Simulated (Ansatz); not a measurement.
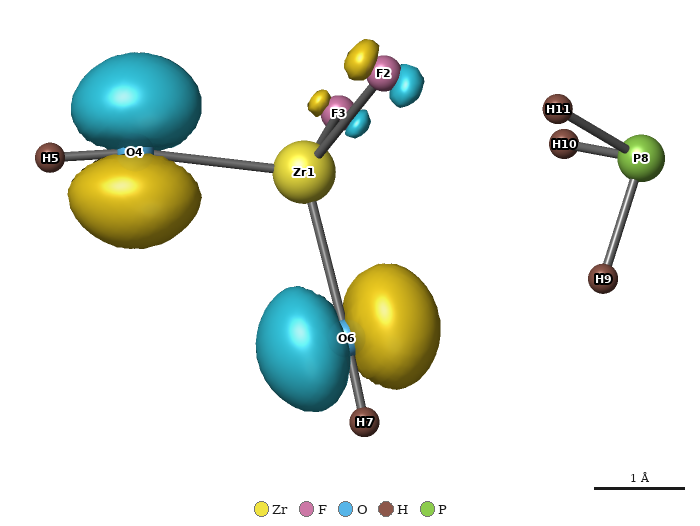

F₂H₂O₂Zr···PH₃. The HOMO−1 at ±0.2 Å⁻³ᐟ² (yellow and cyan are the two phases), seen across its widest extent.

Core potentials replace the inner electrons of Zr; not at a stationary point (largest force 0.7 eV/Å).

These are results of Ansatz, RKS B3LYP-D4/def2-SVP, not measurements.

```yaml
atoms:
  - { symbol: Zr, position_ang: [-0.1827, -0.0458, 0.0057] }
  - { symbol: F, position_ang: [0.0425, 0.1486, 1.9444] }
  - { symbol: F, position_ang: [1.5230, -0.0011, -0.8915] }
  - { symbol: O, position_ang: [-1.1599, 1.4947, -0.5772] }
  - { symbol: H, position_ang: [-1.7547, 2.1550, -0.9406] }
  - { symbol: O, position_ang: [-1.1476, -1.6402, -0.4428] }
  - { symbol: H, position_ang: [-1.6467, -2.4155, -0.6949] }
  - { symbol: P, position_ang: [1.9914, -2.7010, 1.5752] }
  - { symbol: H, position_ang: [0.8263, -3.2877, 0.9918] }
  - { symbol: H, position_ang: [2.3816, -2.0432, 0.3681] }
  - { symbol: H, position_ang: [1.2663, -1.5853, 2.0844] }
```

**What is the character of this orbital?**

By Hirshfeld shares it lies mainly on O4 (about 45 %) and O6 (about 35 %); largely a combination of lone pairs on O4 and O6. Its energy is −9.10 eV.
